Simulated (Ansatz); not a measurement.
**ClHNSiSn (SMILES [Cl][Sn]1=[Si][NH]1) (doublet): density, localisation and related maps**

The calculation's input:

```
crystal:
  periodic: [false, false, false]
  atoms:
    - {symbol: Cl, position_ang: [1.734038, -0.801808, -1.059683]}
    - {symbol: "N", position_ang: [-0.530046, -2.689987, 0.675245]}
    - {symbol: Si, position_ang: [0.479851, -3.984751, 0.861458]}
    - {symbol: Sn, position_ang: [1.043819, -1.194984, 1.227700]}
    - {symbol: H, position_ang: [-1.453563, -2.497049, 0.294301]}
basis:
  gaussian: {orbitals: def2-TZVPD}
hamiltonian: {xc: {name: PBE0}}
magnetization: {spin_polarized: true, initial_magnetization: 1}
output: {forces: true, orbitals: {seedname: orbitals}}
```

Command:

```sh
ansatz run input.yaml --threads 1 --pin off --max-ram 2610MiB --events-out events.jsonl --progress --plain --runs-dir runs
```

Geometry: PBE0-D3(BJ)/def2-SVP; core potentials replace the inner electrons of Sn.

Level of theory: Ansatz 0.2.0, isolated molecule in a Gaussian basis; Kohn-Sham density functional theory, functional PBE0.

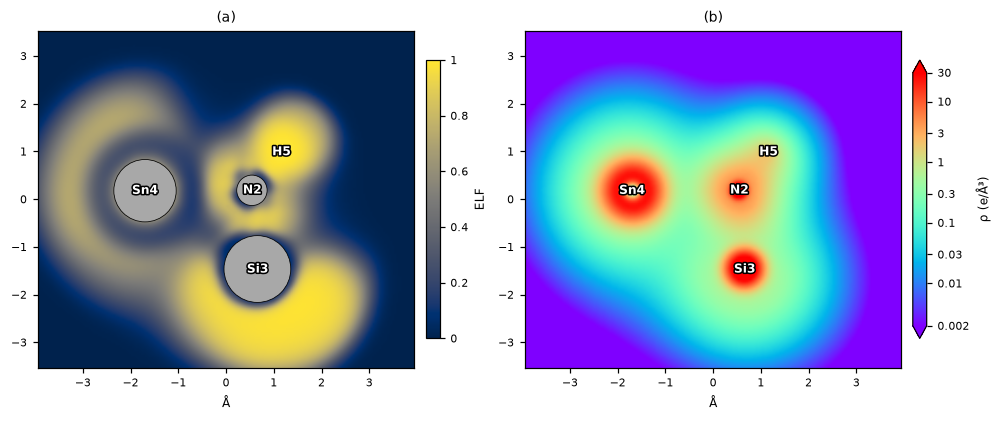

Figure 1. (a) electron localisation function; (b) electron density on the plane of atoms N2, Si3 and Sn4. Grey discs cover the atomic cores in the ELF map.

> What does the map show?

Atoms in the plane: N, Si, Sn and H. Si–N (1.65 Å): the density is about 1.2 e/Å³ at the midpoint; the ELF peaks at about 0.90 between the atoms, as expected for a polar covalent bond. Sn–N (2.24 Å): the density is about 0.49 e/Å³ at the midpoint; the ELF peaks at about 0.85 in the valence shell of N, 0.6 Å from its nucleus, and drops to about 0.15 between the two atoms. Si–Sn (2.87 Å): ρ at the midpoint is about 0.25 e/Å³; the ELF is about 0.25 at the midpoint. N–H (1.02 Å): ρ at the midpoint is about 2.8 e/Å³; the ELF climbs to about 1 towards the hydrogen, as it does in any bond to H: an ordinary covalent bond to hydrogen. The ELF also peaks beside Si3, away from the bonds: non-bonding electrons, paired or unpaired.

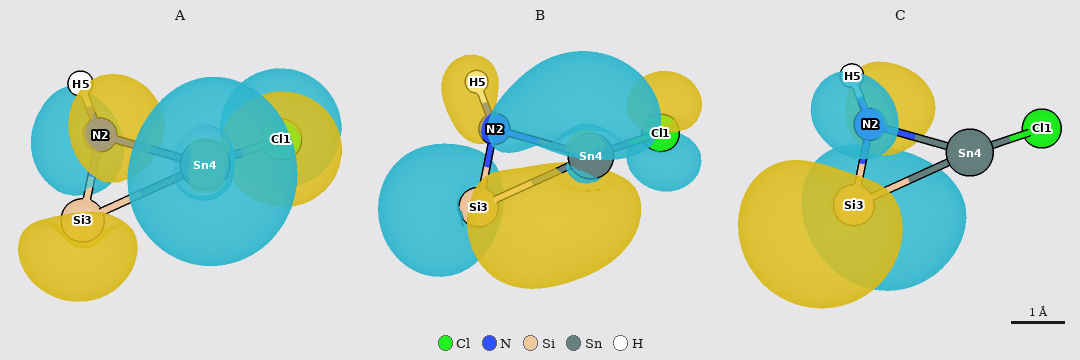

Figure 2. Three frontier orbitals at ±0.08 Å⁻³ᐟ² (yellow and cyan are the two phases), in no order.

> Order the three orbitals by energy and name them. All are α orbitals.

A is the HOMO−1 (α) (−7.49 eV). Its weight (Hirshfeld) is mainly on Sn4 (about 40 %), Cl1 (about 30 %), N2 (about 15 %) and Si3 (about 10 %). B is the HOMO (α) (−5.70 eV). Its weight (Hirshfeld) is mainly on Si3 (about 45 %), Sn4 (about 40 %), N2 (about 5 %) and Cl1 (about 5 %). C is the LUMO (α) (−2.13 eV). By Hirshfeld shares it lies mainly on Si3 (about 75 %) and N2 (about 15 %).

> What is the gap between the highest occupied and lowest empty α orbitals?

3.57 eV between the orbital energies.

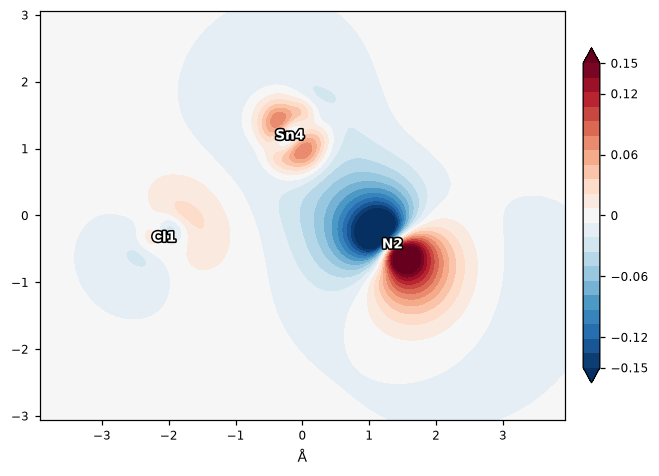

Figure 3. One frontier orbital on the plane of atoms Cl1, Sn4 and N2 (values in Å⁻³ᐟ²; the overall sign is arbitrary).

> Which orbital is it: HOMO (β) or LUMO (β)?

The LUMO (β), at −3.22 eV. By Hirshfeld shares it lies mainly on Sn4 (about 50 %) and Si3 (about 40 %).
